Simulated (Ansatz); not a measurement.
# Zr2O: a relaxation, part 2 of 2

Aim: relax the cell and atoms of Zr2O.

Ansatz 0.2.0; DFT PBEsol, scalar-relativistic, plane waves, PAW. Earlier steps stand in the parts before.

**3. Full relaxation**

Contents of input.yaml:

```yaml
crystal:
  lattice:
    - [4.876349, 0.0, 0.0]
    - [0.0, 4.876349, 0.0]
    - [0.0, 0.0, 4.876349]
  atoms:
    - { symbol: Zr, position: [0.25, 0.25, 0.75] }
    - { symbol: Zr, position: [0.75, 0.25, 0.25] }
    - { symbol: Zr, position: [0.25, 0.75, 0.25] }
    - { symbol: Zr, position: [0.75, 0.75, 0.75] }
    - { symbol: O, position: [0.0, 0.0, 0.0] }
    - { symbol: O, position: [0.5, 0.5, 0.5] }
basis:
  ecutwfc: 420
kpoints:
  mp_grid: { grid: [8, 8, 8] }
hamiltonian:
  xc: pbesol
scf:
  occupations: { method: gaussian, width: 0.1 }
output:
  forces: true
  stress: true
  eigenvalues: true
relax:
  adjacent_minimum: "off"
  f_tol: 0.005
  max_steps: 80
  cell: { stress_tol: 0.05 }
```

The run is started by

```bash
$ ansatz run input.yaml --threads 1 --pin off --max-ram 2560MiB --backend cpu --events-out ev --progress --plain --runs-dir out
```

What it wrote:

```text
Warning: RAYON_NUM_THREADS=1 ignored (pool sized by the plan → 1); use --threads N
Engine: ansatz 0.2.0, x86_64-unknown-linux-gnu
Pseudopotentials: kind: paw
Pseudopotential: Zr, paw, valence charge 12, recommended cutoff 420 eV (normal), Zr.paw.azcp
Pseudopotential: O, paw, valence charge 6, recommended cutoff 420 eV (normal), O.paw.azcp
Functional definition: PBEsol
  exchange = pbesol_x
  correlation = pbesol_c
Crystal: 6 atoms, lattice volume = 115.954 Å³
Basis set: ecut = 420 eV, 2301 PW (Γ), exchange–correlation on 72×72×72 points (8 copies of the dense FFT grid, shifted against one another)
Bands: 36, of which v1, the nominal top of the filled ones, is band 30 counted from 1 (29 counted from 0)
Symmetry: 48 space group operations
Space group: Pn-3m (ITA 224), of the structure as read, at distance tolerance 4.9e-5 Å
k-points: 35 of 512
Non-local potential: Zr, projectors of the file, l = 0: 3, l = 1: 2, l = 2: 2, l = 3: 2
Non-local potential: O, projectors of the file, l = 0: 2, l = 1: 2, l = 2: 1
PAW form: soft (Blöchl's): semilocal exchange-correlation on the pseudo side does not see the compensation charge
PAW frozen core: Zr, regenerated for the run's functional, and the local potential with it (the file was generated under x = pbe(κ = 0.804, μ = 0.2195149727645171), c = pbe(β = 0.06672455060314922))
PAW frozen core: O, regenerated for the run's functional, and the local potential with it (the file was generated under x = pbe(κ = 0.804, μ = 0.2195149727645171), c = pbe(β = 0.06672455060314922))
PAW one-centre angular grid: Zr, 590 points (default); XC on 64 Gauss nodes
PAW one-centre angular grid: O, 110 points (default); XC on 64 Gauss nodes
Initial density: superposition of atomic densities (neutral atoms: chi_scale 0, normalization atom), corrected by the library's trained network
Initial wavefunctions: pseudopotential atomic-orbital guess
Functional: x = pbesol(κ = 0.804, μ = 0.12345679012345678), c = pbesol(β = 0.046)
SCF iter   1: F=—  HF=-17640.855057 eV  |F-HF|=—  |Δ(HF+E_count)|=         —  Δρ=4.62e-3  dr2=1.80e-2  ethr=1.77e-3  ⟨swp⟩=4.2  Hψ=4792  notcnv=0
preconditioner: auto → Kerker (q_TF=auto, 2.445 Å⁻¹)  [metal: Δε(μ)=0.030 eV  Ē_g=4.894 eV  σ=0.100 eV  W_gap=0.16  n_scr=26 (ndim 8)  ℏωp=16.9 eV  f_vac=0.000  D(μ)=9.79/eV (n_scr^D=122)]
SCF iter   2: F=—  HF=-17640.852664 eV  |F-HF|=—  |Δ(HF+E_count)|=   2.39e-3  Δρ=2.29e-3  dr2=7.81e-3  ethr=3.00e-5  ⟨swp⟩=2.0  Hψ=2100  notcnv=0
SCF iter   3: F=—  HF=-17640.851848 eV  |F-HF|=—  |Δ(HF+E_count)|=   8.16e-4  Δρ=1.53e-3  dr2=1.95e-3  ethr=1.30e-5  ⟨swp⟩=2.0  Hψ=1625  notcnv=0
SCF iter   4: F=—  HF=-17640.851412 eV  |F-HF|=—  |Δ(HF+E_count)|=   4.36e-4  Δρ=2.47e-4  dr2=5.69e-5  ethr=3.26e-6  ⟨swp⟩=2.0  Hψ=1674  notcnv=0
SCF iter   5: F=—  HF=-17640.851418 eV  |F-HF|=—  |Δ(HF+E_count)|=   6.03e-6  Δρ=3.29e-5  dr2=6.74e-7  ethr=9.49e-8  ⟨swp⟩=2.3  Hψ=2337  notcnv=0
SCF iter   6: F=-17640.851419 eV  HF=-17640.851419 eV  |F-HF|=7.49e-9  |Δ(HF+E_count)|=   3.69e-7  Δρ=6.68e-6  dr2=3.72e-8  ethr=1.67e-10  ⟨swp⟩=6.3  Hψ=4745  notcnv=0
SCF 1 converged in 6 iterations: F = -17640.851419 eV  dr2 = 3.72e-8
relax step   1: F+E_penalty+E_count = -17640.85141856 eV  Δ(F+E_penalty+E_count) = +0.000e0 eV  max|allowed force component| = 2.698e-18 eV/Å  Δτ_max = 0.0000 Å  P = -6.085 GPa  Ω = 115.954 Å³  (6 SCF iters, dr2 threshold 1.00e-7 eV, accepted)
Crystal: 6 atoms, lattice volume = 107.511 Å³
Basis set: ecut = 420 eV, 2103 PW (Γ), exchange–correlation on 72×72×72 points (8 copies of the dense FFT grid, shifted against one another)
Initial density: handed on by an earlier stage of this run
Initial wavefunctions: those handed on with the density
iter 1 solved again at ethr=2.37e-5 eV; its pass at ethr=3.10e-3 eV (dr2=1.42e-2 eV) is discarded
SCF iter   1: F=—  HF=-17640.929594 eV  |F-HF|=—  |Δ(HF+E_count)|=         —  Δρ=4.39e-3  dr2=1.31e-2  ethr=2.37e-5  ⟨swp⟩=1.3  Hψ=6484  notcnv=0
preconditioner: auto → Kerker (q_TF=auto, 2.476 Å⁻¹)  [metal: Δε(μ)=0.016 eV  Ē_g=5.143 eV  σ=0.100 eV  W_gap=0.09  n_scr=26 (ndim 8)  ℏωp=17.5 eV  f_vac=0.000  D(μ)=9.11/eV (n_scr^D=92)]
SCF iter   2: F=—  HF=-17640.926526 eV  |F-HF|=—  |Δ(HF+E_count)|=   3.07e-3  Δρ=1.66e-3  dr2=4.39e-3  ethr=2.19e-5  ⟨swp⟩=2.0  Hψ=1548  notcnv=0
SCF iter   3: F=—  HF=-17640.925536 eV  |F-HF|=—  |Δ(HF+E_count)|=   9.90e-4  Δρ=1.00e-3  dr2=1.25e-3  ethr=7.32e-6  ⟨swp⟩=2.0  Hψ=1454  notcnv=0
SCF iter   4: F=—  HF=-17640.925132 eV  |F-HF|=—  |Δ(HF+E_count)|=   4.04e-4  Δρ=1.74e-4  dr2=3.56e-5  ethr=2.09e-6  ⟨swp⟩=2.0  Hψ=1663  notcnv=0
SCF iter   5: F=—  HF=-17640.925151 eV  |F-HF|=—  |Δ(HF+E_count)|=   1.93e-5  Δρ=2.70e-5  dr2=4.89e-7  ethr=1.00e-9  ⟨swp⟩=4.3  Hψ=6006  notcnv=0
SCF iter   6: F=-17640.925151 eV  HF=-17640.925151 eV  |F-HF|=2.02e-8  |Δ(HF+E_count)|=   8.64e-8  Δρ=5.04e-6  dr2=2.54e-8  ethr=8.14e-10  ⟨swp⟩=2.0  Hψ=4173  notcnv=0
SCF 2 converged in 6 iterations: F = -17640.925151 eV  dr2 = 2.54e-8
relax step   2: F+E_penalty+E_count = -17640.92515119 eV  Δ(F+E_penalty+E_count) = -7.373e-2 eV  max|allowed force component| = 1.542e-17 eV/Å  Δτ_max = 0.0000 Å  P = +4.407 GPa  Ω = 107.511 Å³  energy of the carried Pulay correction = +1.236e-2 eV  (6 SCF iters, dr2 threshold 6.00e-7 eV, accepted)
Crystal: 6 atoms, lattice volume = 110.903 Å³
Basis set: ecut = 420 eV, 2109 PW (Γ), exchange–correlation on 72×72×72 points (8 copies of the dense FFT grid, shifted against one another)
iter 1 solved again at ethr=4.81e-6 eV; its pass at ethr=3.10e-3 eV (dr2=2.88e-3 eV) is discarded
SCF iter   1: F=—  HF=-17640.963337 eV  |F-HF|=—  |Δ(HF+E_count)|=         —  Δρ=1.99e-3  dr2=2.76e-3  ethr=4.81e-6  ⟨swp⟩=1.0  Hψ=6427  notcnv=0
preconditioner: auto → Kerker (q_TF=auto, 2.463 Å⁻¹)  [metal: Δε(μ)=0.029 eV  Ē_g=5.044 eV  σ=0.100 eV  W_gap=0.16  n_scr=26 (ndim 8)  ℏωp=17.3 eV  f_vac=0.000  D(μ)=9.40/eV (n_scr^D=92)]
SCF iter   2: F=—  HF=-17640.962697 eV  |F-HF|=—  |Δ(HF+E_count)|=   6.40e-4  Δρ=6.86e-4  dr2=8.14e-4  ethr=4.61e-6  ⟨swp⟩=2.0  Hψ=1574  notcnv=0
SCF iter   3: F=—  HF=-17640.962535 eV  |F-HF|=—  |Δ(HF+E_count)|=   1.62e-4  Δρ=4.38e-4  dr2=2.77e-4  ethr=1.36e-6  ⟨swp⟩=1.2  Hψ=1270  notcnv=0
SCF iter   4: F=—  HF=-17640.962471 eV  |F-HF|=—  |Δ(HF+E_count)|=   6.37e-5  Δρ=7.51e-5  dr2=6.83e-6  ethr=4.62e-7  ⟨swp⟩=2.0  Hψ=1689  notcnv=0
SCF iter   5: F=-17640.962471 eV  HF=-17640.962471 eV  |F-HF|=9.52e-9  |Δ(HF+E_count)|=   5.85e-7  Δρ=1.24e-5  dr2=1.10e-7  ethr=1.00e-9  ⟨swp⟩=3.4  Hψ=5162  notcnv=0
SCF 3 converged in 5 iterations: F = -17640.962471 eV  dr2 = 1.10e-7
relax step   3: F+E_penalty+E_count = -17640.96247060 eV  Δ(F+E_penalty+E_count) = -3.732e-2 eV  max|allowed force component| = 1.908e-17 eV/Å  Δτ_max = 0.0000 Å  P = -0.283 GPa  Ω = 110.903 Å³  energy of the carried Pulay correction = +7.282e-3 eV  (5 SCF iters, dr2 threshold 6.00e-7 eV, accepted)
Crystal: 6 atoms, lattice volume = 110.692 Å³
iter 1 solved again at ethr=2.32e-8 eV; its pass at ethr=3.10e-3 eV (dr2=1.39e-5 eV) is discarded
SCF iter   1: F=—  HF=-17640.962956 eV  |F-HF|=—  |Δ(HF+E_count)|=         —  Δρ=1.13e-4  dr2=8.79e-6  ethr=2.32e-8  ⟨swp⟩=2.0  Hψ=6238  notcnv=0
preconditioner: auto → Kerker (q_TF=auto, 2.464 Å⁻¹)  [metal: Δε(μ)=0.029 eV  Ē_g=5.052 eV  σ=0.100 eV  W_gap=0.16  n_scr=26 (ndim 8)  ℏωp=17.3 eV  f_vac=0.000  D(μ)=9.39/eV (n_scr^D=92)]
SCF iter   2: F=—  HF=-17640.962977 eV  |F-HF|=—  |Δ(HF+E_count)|=   2.07e-5  Δρ=4.35e-5  dr2=2.84e-6  ethr=1.47e-8  ⟨swp⟩=2.0  Hψ=1548  notcnv=0
SCF iter   3: F=—  HF=-17640.962976 eV  |F-HF|=—  |Δ(HF+E_count)|=   6.19e-7  Δρ=2.57e-5  dr2=7.83e-7  ethr=4.73e-9  ⟨swp⟩=2.1  Hψ=1554  notcnv=0
SCF iter   4: F=-17640.962976 eV  HF=-17640.962976 eV  |F-HF|=8.71e-9  |Δ(HF+E_count)|=   2.39e-7  Δρ=4.30e-6  dr2=2.30e-8  ethr=3.34e-10  ⟨swp⟩=2.6  Hψ=4308  notcnv=0
SCF 4 converged in 4 iterations: F = -17640.962976 eV  dr2 = 2.30e-8
relax step   4: F+E_penalty+E_count = -17640.96297625 eV  Δ(F+E_penalty+E_count) = -5.056e-4 eV  max|allowed force component| = 1.388e-17 eV/Å  Δτ_max = 0.0000 Å  P = -0.012 GPa  Ω = 110.692 Å³  energy of the carried Pulay correction = +7.593e-3 eV  (4 SCF iters, dr2 threshold 2.00e-7 eV, accepted)
Initial wavefunctions: pseudopotential atomic-orbital guess (no wavefunctions were taken with the density)
iter 1 solved again at ethr=3.78e-8 eV; its pass at ethr=3.10e-3 eV (dr2=2.27e-5 eV) is discarded
SCF iter   1: F=—  HF=-17640.956877 eV  |F-HF|=—  |Δ(HF+E_count)|=         —  Δρ=2.05e-4  dr2=6.96e-6  ethr=3.78e-8  ⟨swp⟩=3.3  Hψ=8652  notcnv=0
SCF iter   2: F=—  HF=-17640.956902 eV  |F-HF|=—  |Δ(HF+E_count)|=   2.51e-5  Δρ=9.98e-5  dr2=2.06e-6  ethr=1.16e-8  ⟨swp⟩=2.0  Hψ=1670  notcnv=0
SCF iter   3: F=—  HF=-17640.956904 eV  |F-HF|=—  |Δ(HF+E_count)|=   1.77e-6  Δρ=4.24e-5  dr2=2.54e-7  ethr=3.44e-9  ⟨swp⟩=2.0  Hψ=1460  notcnv=0
SCF iter   4: F=—  HF=-17640.956904 eV  |F-HF|=—  |Δ(HF+E_count)|=   2.94e-7  Δρ=9.42e-7  dr2=7.07e-10  ethr=4.23e-10  ⟨swp⟩=2.0  Hψ=1541  notcnv=0
SCF iter   5: F=—  HF=-17640.956904 eV  |F-HF|=—  |Δ(HF+E_count)|=  2.18e-11  Δρ=2.73e-7  dr2=1.06e-10  ethr=1.00e-12  ⟨swp⟩=4.9  Hψ=4736  notcnv=0
SCF iter   6: F=-17640.956904 eV  HF=-17640.956904 eV  |F-HF|=0.00e0  |Δ(HF+E_count)|=  2.91e-11  Δρ=8.08e-8  dr2=6.19e-12  ethr=1.00e-12  ⟨swp⟩=4.0  Hψ=3872  notcnv=0
SCF 5 converged in 6 iterations: F = -17640.956904 eV  dr2 = 6.19e-12
relax step   5: F+E_penalty+E_count = -17640.95690388 eV  Δ(F+E_penalty+E_count) = +6.072e-3 eV  max|allowed force component| = 1.426e-17 eV/Å  Δτ_max = 0.0000 Å  P = -0.103 GPa  Ω = 110.692 Å³  stress off target by 1.03e-1 GPa  SCF on the basis re-selected at this cell (its energy is not comparable with the rows above)  (6 SCF iters)
basis re-selected at this cell: Δ(F+E_penalty+E_count) = +6.072e-3 eV, ΔP = -0.092 GPa vs the last step (what re-selecting the basis moved, of the pressure what is left beyond the Pulay correction that the steps carried, after the strain that the cell walked since its last selection, with what the two solves' SCF thresholds leave and, on support functions, any second-order correction that the steps lacked; it is no measure of the basis error at this ecutwfc). This SCF's stress stands 1.03e-1 GPa from its target on what of the cell is left free (relax.cell.stress_tol is 5.00e-2 GPa) and its largest allowed force component is 1.43e-17 eV/Å (relax.f_tol is 5.00e-3 eV/Å): not within both, so this SCF does not close the relaxation
Crystal: 6 atoms, lattice volume = 110.612 Å³
iter 1 solved again at ethr=3.53e-9 eV; its pass at ethr=3.10e-3 eV (dr2=2.12e-6 eV) is discarded
SCF iter   1: F=—  HF=-17640.957028 eV  |F-HF|=—  |Δ(HF+E_count)|=         —  Δρ=4.46e-5  dr2=1.38e-6  ethr=3.53e-9  ⟨swp⟩=2.0  Hψ=6199  notcnv=0
preconditioner: auto → Kerker (q_TF=auto, 2.464 Å⁻¹)  [metal: Δε(μ)=0.029 eV  Ē_g=5.054 eV  σ=0.100 eV  W_gap=0.16  n_scr=26 (ndim 8)  ℏωp=17.3 eV  f_vac=0.000  D(μ)=9.38/eV (n_scr^D=92)]
SCF iter   2: F=—  HF=-17640.957051 eV  |F-HF|=—  |Δ(HF+E_count)|=   2.28e-5  Δρ=1.60e-5  dr2=4.36e-7  ethr=2.29e-9  ⟨swp⟩=2.0  Hψ=1554  notcnv=0
SCF iter   3: F=—  HF=-17640.957051 eV  |F-HF|=—  |Δ(HF+E_count)|=   9.00e-8  Δρ=1.01e-5  dr2=1.41e-7  ethr=7.27e-10  ⟨swp⟩=1.3  Hψ=1286  notcnv=0
SCF iter   4: F=-17640.957051 eV  HF=-17640.957051 eV  |F-HF|=1.61e-9  |Δ(HF+E_count)|=   4.43e-8  Δρ=1.80e-6  dr2=3.83e-9  ethr=4.44e-11  ⟨swp⟩=3.0  Hψ=4491  notcnv=0
SCF 6 converged in 4 iterations: F = -17640.957051 eV  dr2 = 3.83e-9
relax step   6: F+E_penalty+E_count = -17640.95705110 eV  Δ(F+E_penalty+E_count) = -1.472e-4 eV  max|allowed force component| = 1.581e-17 eV/Å  Δτ_max = 0.0000 Å  P = +0.000 GPa  Ω = 110.612 Å³  energy of the carried Pulay correction = +1.215e-4 eV  (4 SCF iters, dr2 threshold 2.67e-8 eV, accepted)
iter 1 solved again at ethr=1.55e-8 eV; its pass at ethr=3.10e-3 eV (dr2=9.28e-6 eV) is discarded
SCF iter   1: F=—  HF=-17640.956926 eV  |F-HF|=—  |Δ(HF+E_count)|=         —  Δρ=4.09e-6  dr2=6.41e-9  ethr=1.55e-8  ⟨swp⟩=3.5  Hψ=8688  notcnv=0
SCF iter   2: F=—  HF=-17640.956949 eV  |F-HF|=—  |Δ(HF+E_count)|=   2.27e-5  Δρ=2.13e-6  dr2=1.98e-9  ethr=1.07e-11  ⟨swp⟩=2.2  Hψ=2337  notcnv=0
SCF iter   3: F=—  HF=-17640.956949 eV  |F-HF|=—  |Δ(HF+E_count)|=  2.22e-10  Δρ=7.00e-7  dr2=4.65e-10  ethr=3.30e-12  ⟨swp⟩=1.5  Hψ=1504  notcnv=0
SCF iter   4: F=-17640.956949 eV  HF=-17640.956949 eV  |F-HF|=1.46e-11  |Δ(HF+E_count)|=  5.82e-11  Δρ=1.93e-7  dr2=3.68e-11  ethr=1.00e-12  ⟨swp⟩=3.1  Hψ=4467  notcnv=0
SCF 7 converged in 4 iterations: F = -17640.956949 eV  dr2 = 3.68e-11
relax step   7: F+E_penalty+E_count = -17640.95694902 eV  Δ(F+E_penalty+E_count) = +1.021e-4 eV  max|allowed force component| = 2.043e-17 eV/Å  Δτ_max = 0.0000 Å  P = -0.001 GPa  Ω = 110.612 Å³  stress off target by 7.25e-4 GPa  SCF on the basis re-selected at this cell (its energy is not comparable with the rows above)  (4 SCF iters)
basis re-selected at this cell: Δ(F+E_penalty+E_count) = +1.021e-4 eV, ΔP = -0.001 GPa vs the last step (what re-selecting the basis moved, of the pressure what is left beyond the Pulay correction that the steps carried, after the strain that the cell walked since its last selection, with what the two solves' SCF thresholds leave and, on support functions, any second-order correction that the steps lacked; it is no measure of the basis error at this ecutwfc). This SCF's stress stands 7.25e-4 GPa from its target on what of the cell is left free (relax.cell.stress_tol is 5.00e-2 GPa) and its largest allowed force component is 2.04e-17 eV/Å (relax.f_tol is 5.00e-3 eV/Å): within both
SCF converged after 4 iterations
Free energy (F): -17640.956949 eV
Harris-Foulkes:  -17640.956949 eV  (|F-HF|=1.46e-11)
Internal energy: -17640.910044 eV  (E = F + TS)
E sigma→0 (E₀):  -17640.933496 eV
Entropy (-TS):   -0.046905 eV (-7.818 meV/atom)
Fermi energy:    12.940677 eV
--- Per-component energies (eV) ---
  E_band       = -439.697720
  E_kinetic    = 1686.092810
  E_local      = -3510.400623  (includes V_loc(G=0)·N_el)
  E_nonlocal   = 420.772248
  E_hartree    = 1154.764026
  E_xc         = -787.514266
  E_vxc        = -948.379760  (∫ρ·V_xc dr)
  E_paw        = -11904.966335  (= ΣΔE_a)
  E_vpaw       = -397.315504  (= ΣTr[D̂ρ^β])
  E_aug_tail   = 0.005089  (compensation charges beyond the density's cutoff)
  E_ewald      = -4700.396451
  E_core_change = 0.733458  (= ΣΔE_core)
  E_smearing   = -0.046905  (= −TS)
  E_closure    = -0.000000  (closes the sum)
  Σ components = -17640.956949   (vs F -17640.956949, Δ=0.00e0)
--- Forces (eV/Å), atoms counted from 1 ---
  atom   1  Zr     0.00000000    -0.00000000     0.00000000
  atom   2  Zr    -0.00000000    -0.00000000    -0.00000000
  atom   3  Zr    -0.00000000     0.00000000     0.00000000
  atom   4  Zr     0.00000000     0.00000000     0.00000000
  atom   5  O     -0.00000000     0.00000000    -0.00000000
  atom   6  O     -0.00000000    -0.00000000     0.00000000
  max |Σ_I F_I| component: 6.94e-18 eV/Å
--- Stress (GPa, compression-positive) ---
       -0.000725       0.000000       0.000000
        0.000000      -0.000725      -0.000000
        0.000000      -0.000000      -0.000725
  P = ⅓ Tr σ = -0.0007 GPa (-0.007 kbar)
--- Band table (eV; the first three rows and the last of 35) ---
  k-point 0: bands = ["-36.1375", "-36.0276", "-36.0276", "-36.0276", "-15.5638", "-14.3755", "-14.3755", "-14.3755", "-14.3256", "-14.3256", "-13.9991", "-13.9991", "-13.9991", "-13.8442", "-13.8442", "-13.8442", "-7.8681", "-5.4831", "5.2333", "5.2333", "5.2333", "7.9750", "7.9750", "7.9750", "8.3288", "10.9448", "10.9448", "11.2330", "11.2330", "11.2330", "14.8360", "14.8360", "15.3300", "15.3300", "15.5519", "15.5519"]
  k-point 1: bands = ["-36.1334", "-36.0318", "-36.0276", "-36.0276", "-15.5259", "-14.4289", "-14.3729", "-14.3729", "-14.3135", "-14.3099", "-14.0119", "-13.9962", "-13.9962", "-13.8685", "-13.8514", "-13.8514", "-7.7705", "-5.5730", "5.3036", "5.3036", "5.3275", "7.7785", "7.8490", "7.8490", "8.5369", "11.0326", "11.0874", "11.2404", "11.4022", "11.4022", "14.4710", "14.5020", "15.2029", "15.2881", "15.3790", "15.5852"]
  k-point 2: bands = ["-36.1215", "-36.0438", "-36.0275", "-36.0275", "-15.4155", "-14.5780", "-14.3664", "-14.3664", "-14.2790", "-14.2645", "-14.0482", "-13.9872", "-13.9872", "-13.9318", "-13.8708", "-13.8708", "-7.4987", "-5.8275", "5.4992", "5.4992", "5.5953", "7.4079", "7.5377", "7.5377", "8.9704", "11.1884", "11.2930", "11.4735", "11.8475", "11.8475", "13.7406", "13.8369", "14.6866", "14.8642", "15.5217", "15.6724"]
  k-point 34: bands = ["-36.0696", "-36.0498", "-36.0498", "-36.0498", "-15.5994", "-14.5142", "-14.5142", "-14.5142", "-14.1348", "-14.1348", "-14.1348", "-13.8804", "-13.8804", "-13.8734", "-13.8734", "-13.8734", "-7.8429", "-5.4872", "5.4694", "5.4694", "5.4694", "7.6918", "7.6918", "7.6918", "10.4668", "10.4668", "10.4668", "13.0868", "13.0868", "13.5310", "13.5310", "13.5310", "14.4301", "14.4301", "14.4301", "15.5770"]
--- Relaxed structure (5 steps of the walk, 5 accepted, 2 SCFs on fresh bases) ---
  F+E_penalty+E_count = -17640.95694902 eV   max|allowed force component| = 2.043e-17 eV/Å   (the final SCF, on the basis selected at the relaxed cell)
  cell:  # Å, volume = 110.6119 Å³
    - [4.800288181149895, 9.14816723583937e-34, -3.5308715647099323e-34]
    - [1.1716073828355686e-33, 4.800288181149895, 0.0]
    - [-2.8888949165808534e-34, 0.0, 4.800288181149895]
  atoms:
    - { symbol: Zr, position: [0.25, 0.25, 0.7499999999999999] }
    - { symbol: Zr, position: [0.7499999999999999, 0.25, 0.25] }
    - { symbol: Zr, position: [0.25, 0.7499999999999999, 0.25] }
    - { symbol: Zr, position: [0.7499999999999999, 0.7499999999999999, 0.7499999999999999] }
    - { symbol: O, position: [6.487378387939952e-34, -8.937446050139854e-35, 5.000930688149161e-34] }
    - { symbol: O, position: [0.5, 0.5, 0.5] }
```

Wall time 64 s (1 thread of Intel Xeon at 2.70GHz, shared host); peak memory 0.47 GiB.

The steps of the relaxation:

```csv
step,E - E(step 1) (eV/cell),largest force component (eV/Å),pressure (GPa),volume (Å³)
1,0.0000,0.0000,-6.08,115.95
2,-0.0737,0.0000,4.41,107.51
3,-0.1111,0.0000,-0.28,110.90
4,-0.1116,0.0000,-0.01,110.69
5,-0.1055,0.0000,-0.10,110.69
6,-0.1056,0.0000,0.00,110.61
7,-0.1055,0.0000,0.00,110.61
```

Step 1 is the start. Steps 5, 7 each repeat the geometry before them on a plane-wave basis chosen anew, so the energy can jump there without any move.

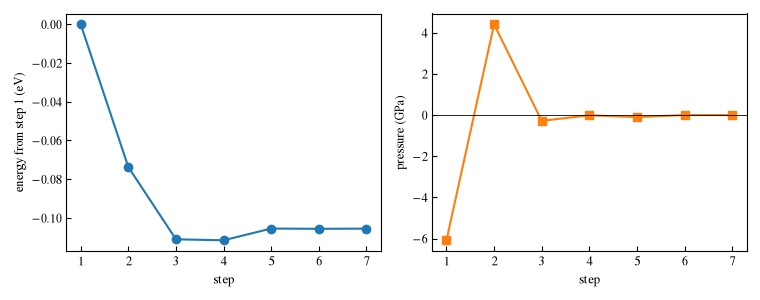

Energy and pressure along the relaxation.

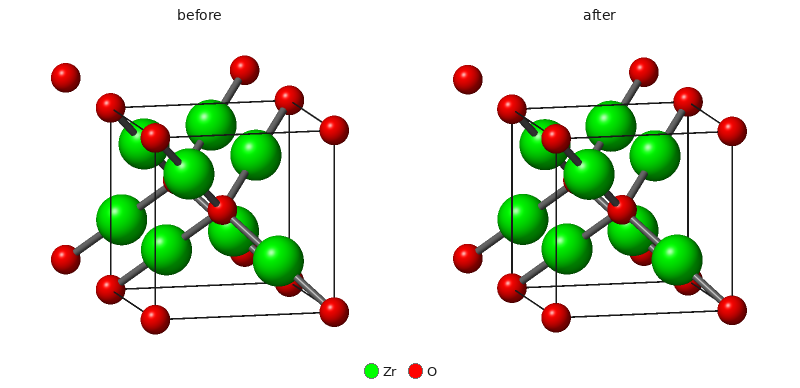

The structure before (left) and after (right) the relaxation, drawn at the same scale. The change is too small to see at this scale.

|  | before | after | change |
| --- | --- | --- | --- |
| a (Å) | 4.876 | 4.800 | -1.6 % |
| b (Å) | 4.876 | 4.800 | -1.6 % |
| c (Å) | 4.876 | 4.800 | -1.6 % |
| volume (Å³/atom) | 19.33 | 18.44 | -4.6 % |
| shortest distance (Å) | 2.112 | 2.079 | -1.6 % |
| space group (0.01 Å) | Pn-3m | Pn-3m | same |

Forces and stress were held to the start's 48 operations: a distortion of lower symmetry was not tested.

**4. Outcome**

What follows sums up all 2 parts. Changes of volume or cell count from the first structure of part 1.

| quantity | value |
| --- | --- |
| relaxed cell | a = 4.800 Å, b = 4.800 Å, c = 4.800 Å, α = 90.00°, β = 90.00°, γ = 90.00° |
| space group (0.01 Å) | Pn-3m (No. 224) |
| volume | 18.44 Å³/atom |
| formation energy (elements from runs with the same settings, not shown) | -1.64 eV/atom |
| gap on the mesh | none (metal) |

The relaxed volume is 4.6 % smaller than at the start.
